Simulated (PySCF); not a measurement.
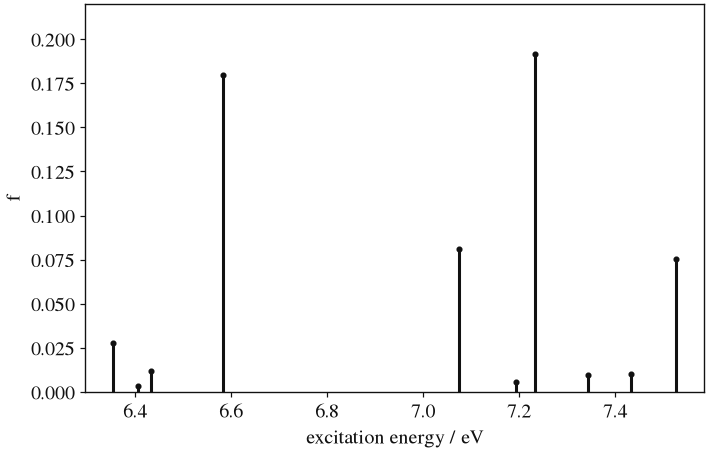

Vertical TDDFT excitations, CAM-B3LYP/def2-SVPD, PySCF, at a PBE0-D3(BJ)/def2-SVP geometry (no frequency check), gas phase. The lowest 10 singlet states are shown. States within 0.01 eV of each other are merged, with their strengths summed. The highest state may be half of a pair whose partner wasn't computed.

Which molecule gives this spectrum?
A. C₁₀H₂₄Si₃ (Si(vinyl)2(SiMe3)2), SMILES C=C[Si](C=C)([Si](C)(C)C)[Si](C)(C)C
B. C₈H₁₂O₄Si (Si(vinyl)2(OAc)2), SMILES C=C[Si](C=C)(OC(C)=O)OC(C)=O
C. C₁₂H₂₄Si (Si(vinyl)2(tBu)2), SMILES C=C[Si](C=C)(C(C)(C)C)C(C)(C)C

Answer. Option C. Its lowest singlet lies at 6.36 eV (f = 0.027) and the brightest of those computed is S7 at 7.23 eV (171 nm), f = 0.191, mainly HOMO−1 → LUMO (51 %) (S6 lies within 0.06 eV, too close to order).

Note: one conformer of a flexible molecule; core orbitals are frozen in the response.
